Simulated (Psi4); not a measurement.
**InHCl (SMILES [Cl][InH]) at U-r2SCAN/def2-TZVPP (core potential)**

Aim: the vertical doublet–quartet gap of InHCl at U-r2SCAN/def2-TZVPP (core potential), from 2 runs. 

The results are computed with Psi4 1.11.

1 further run of the same task is left out (set aside as unsound or not needed).

## (1) Starting point

InHCl has 3 atoms, charge 0, and is taken as a doublet. As SMILES, `[Cl][InH]`. The coordinates come from a PBE0-D4/def2-TZVP relaxation.

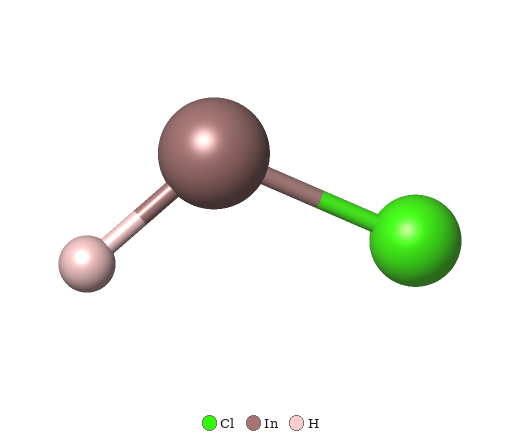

Viewed from a chosen angle; chlorine green, indium brown, hydrogen pink.

## (2) A single-point energy at U-r2SCAN/def2-TZVPP (core potential)

calc.py

```python
import psi4

psi4.set_memory('1600 MB')
psi4.set_num_threads(1)
psi4.core.set_output_file('clhin.out', False)

molecule = psi4.geometry("""
0 2
Cl
In 1 2.364842
H 2 1.772795 1 115.25343
units angstrom
symmetry c1
no_reorient
no_com
""")

psi4.set_options({
    'reference': 'uks',
    'puream': True,
    'e_convergence': 1e-09,
    'd_convergence': 1e-08,
    'scf_type': 'pk',
    'dft_radial_points': 99,
    'dft_spherical_points': 590,
    'maxiter': 200,
})

e_tot = psi4.energy("r2scan/def2-TZVPP", molecule=molecule)
print(f'r2scan/def2-TZVPP energy: {e_tot:.10f} Eh')
```

Command:

```console
$ python calc.py
```

clhin.out, cut to the lines that bear on the results:

```text
[...]
    !!!  WARNING: ECP capability is in beta. Please check occupations closely.  !!!
[...]
  Running in c1 symmetry.
[...]
  Nuclear repulsion =   88.717606027279459
[...]
  Multiplicity = 2
[...]
  Nalpha       = 20
  Nbeta        = 19
[...]
    Number of basis functions: 106
[...]
   @UKS iter   1:  -650.83294393573760   -7.51982e-01   6.22306e-03 DIIS/ADIIS
[...]
   @UKS iter  14:  -651.00798539672803   -1.93268e-12   4.91309e-09 DIIS
[...]
   @S^2 Observed:                7.595154722E-01
[...]
    Orbital Energies [Eh]
    ---------------------
    Alpha Occupied:
       1A   -101.155771     2A     -9.332215     3A     -7.073456
       4A     -7.069329     5A     -7.068862     6A     -4.634530
       7A     -3.041880     8A     -3.034992     9A     -3.032199
      10A     -0.767177    11A     -0.735977    12A     -0.733117
      13A     -0.730877    14A     -0.728357    15A     -0.707244
      16A     -0.404627    17A     -0.315620    18A     -0.283525
      19A     -0.281181    20A     -0.209325
    Alpha Virtual:
      21A     -0.097464    22A     -0.020411    23A      0.030211
      24A      0.087658    25A      0.094834    26A      0.111217
[...]
  @UKS Final Energy:  -651.00798539672803
   => Energetics <=
    Nuclear Repulsion Energy =             88.7176060272794587
    One-Electron Energy =               -1148.4006263935691550
    Two-Electron Energy =                 454.0775923883415999
    DFT Exchange-Correlation Energy =     -45.4025574187800345
    Empirical Dispersion Energy =           0.0000000000000000
    VV10 Nonlocal Energy =                  0.0000000000000000
    Total Energy =                       -651.0079853967280314
[...]
 Multipole Moments:
 ------------------------------------------------------------------------------------
     Multipole            Electronic (a.u.)      Nuclear  (a.u.)        Total (a.u.)
 ------------------------------------------------------------------------------------
 L = 1.  Multiply by 2.5417464519 to convert [e a0] to [Debye]
 Dipole X            :         -2.3677066            2.2406151           -0.1270915
 Dipole Y            :        -35.6031403           34.5207495           -1.0823909
 Dipole Z            :         -0.0000000            0.0000000           -0.0000000
 Magnitude           :                                                    1.0898267
[...]
```

Standard output:

```text
r2scan/def2-TZVPP energy: -651.0079853967 Eh
```

It took 29 s on 1 thread of Intel Xeon Platinum 8488C (Sapphire Rapids), shared host; peak memory 0.62 GiB.

## (3) The quartet: energy and forces at U-r2SCAN/def2-TZVPP (core potential)

clhin.json

```json
{
 "schema_name": "qcschema_input",
 "schema_version": 1,
 "molecule": {
  "schema_name": "qcschema_molecule",
  "schema_version": 2,
  "symbols": ["Cl", "In", "H"],
  "geometry": [-3.11767016, 0.74984333, -1.63914844, 0.77384285, 1.02498745, 0.54065064, 2.3232293, -1.89709606, 1.07355341],
  "molecular_charge": 0,
  "molecular_multiplicity": 4,
  "fix_symmetry": "c1"
 },
 "driver": "gradient",
 "model": {
  "method": "r2scan",
  "basis": "def2-TZVPP"
 },
 "keywords": {
  "reference": "uks",
  "puream": true,
  "e_convergence": 1e-09,
  "d_convergence": 1e-08,
  "scf_type": "pk",
  "dft_radial_points": 99,
  "dft_spherical_points": 590,
  "maxiter": 200,
  "scf_properties": ["MULLIKEN_CHARGES", "WIBERG_LOWDIN_INDICES", "DIPOLE"]
 }
}
```

Command:

```console
$ psi4 --qcschema clhin.json -n 1 --memory 1600MB
```

stdout, cut to the lines that bear on the results:

```text
[...]
  Running in c1 symmetry.
[...]
  Nuclear repulsion =   88.717601216330223
[...]
  Multiplicity = 4
[...]
  Nalpha       = 21
  Nbeta        = 18
[...]
    Number of basis functions: 106
[...]
   @UKS iter   1:  -650.54330661707866   -4.12761e-01   6.80765e-03 ADIIS/DIIS
[...]
   @UKS iter  17:  -650.83222299020042   -1.59162e-11   9.59715e-09 DIIS
[...]
   @S^2 Observed:                3.762782981E+00
[...]
  @UKS Final Energy:  -650.83222299020042
   => Energetics <=
    Nuclear Repulsion Energy =             88.7176012163302232
    One-Electron Energy =               -1147.1725633651199132
    Two-Electron Energy =                 452.9745445493197735
    DFT Exchange-Correlation Energy =     -45.3518053907304619
    Empirical Dispersion Energy =           0.0000000000000000
    VV10 Nonlocal Energy =                  0.0000000000000000
    Total Energy =                       -650.8322229902004210
[...]
 Multipole Moments:
 ------------------------------------------------------------------------------------
     Multipole            Electronic (a.u.)      Nuclear  (a.u.)        Total (a.u.)
 ------------------------------------------------------------------------------------
 L = 1.  Multiply by 2.5417464519 to convert [e a0] to [Debye]
 Dipole X            :         34.5642689          -34.3160511            0.2482178
 Dipole Y            :          4.1729984           -4.3716373           -0.1986388
 Dipole Z            :         -0.0000001            0.0000000           -0.0000001
 Magnitude           :                                                    0.3179142
[...]
  Mulliken Charges: (a.u.)
   Center  Symbol    Alpha    Beta     Spin     Total
       1    CL     8.85756  8.28807  0.56949 -0.14562
       2    IN    11.35739  9.54826  1.80913  0.09435
       3     H     0.78505  0.16368  0.62138  0.05127
   Total alpha = 21.00000, Total beta = 18.00000, Total charge =  0.00000
  Wiberg Bond Indices using Orthogonal Lowdin Orbitals:
  Total Bond Index:
  Irrep: 1 Size: 3 x 3
[...]
  -Total Gradient:
     Atom            X                  Y                   Z
    ------   -----------------  -----------------  -----------------
       1        0.015345579970     0.008427735679     0.000000001576
       2       -0.012169147345    -0.035692495779     0.000000000803
       3       -0.003398569986     0.027075820411    -0.000000002072
[...]
```

The result, in JSON:

```text
{
 "driver": "gradient",
 "model": {
  "method": "r2scan",
  "basis": "def2-TZVPP"
 },
 "success": true,
 "return_result": [0.015345579969930856, 0.008427735679317047, 1.575714630218584e-09, -0.012169147344578121, -0.03569249577865084, 8.031176582618298e-10, -0.003398569986010229, 0.027075820410656495, -2.071780521839575e-09],
 "properties": {
  "calcinfo_nbasis": 106,
  "calcinfo_nmo": 106,
  "calcinfo_nalpha": 21,
  "calcinfo_nbeta": 18,
  "calcinfo_natom": 3,
  "nuclear_repulsion_energy": 88.71760121633022,
  "return_energy": -650.8322229902004,
  "return_gradient": [0.015345579969930856, 0.008427735679317047, 1.575714630218584e-09, -0.012169147344578121, -0.03569249577865084, 8.031176582618298e-10, -0.003398569986010229, 0.027075820410656495, -2.071780521839575e-09],
  "scf_one_electron_energy": -1147.17256336512,
  "scf_two_electron_energy": 452.9745445493198,
  "scf_xc_energy": -45.35180539073046,
  "scf_dipole_moment": [0.24821781295130307, -0.19863882125163723, -1.4029868169069183e-07],
  "scf_total_energy": -650.8322229902004,
  "scf_total_gradient": [0.015345579969930856, 0.008427735679317047, 1.575714630218584e-09, -0.012169147344578121, -0.03569249577865084, 8.031176582618298e-10, -0.003398569986010229, 0.027075820410656495, -2.071780521839575e-09],
  "scf_iterations": 17
 }
}
```

Run time: 42 s. Hardware: 1 thread of Intel Xeon Platinum 8488C (Sapphire Rapids), shared host; peak memory 0.63 GiB.

## (4) Outcome

At U-r2SCAN/def2-TZVPP (core potential):

| quantity | value |
| --- | --- |
| doublet: total energy | -651.00799 Eh |
| doublet: dipole moment | 2.77 D |
| doublet: HOMO energy (highest over α and β) | -5.70 eV |
| doublet: LUMO energy (lowest over α and β) | -3.91 eV |
| doublet: ⟨S²⟩ | 0.760 |
| quartet: total energy | -650.83222 Eh |
| quartet: dipole moment | 0.81 D |
| quartet: HOMO energy (highest over α and β) | -3.40 eV |
| quartet: ⟨S²⟩ | 3.763 |
| quartet: largest force on an atom | 1.939 eV/Å |
| vertical energy of the quartet above the doublet | 4.783 eV |

In words: At this shape the quartet lies 4.78 eV (461 kJ/mol) above the doublet.
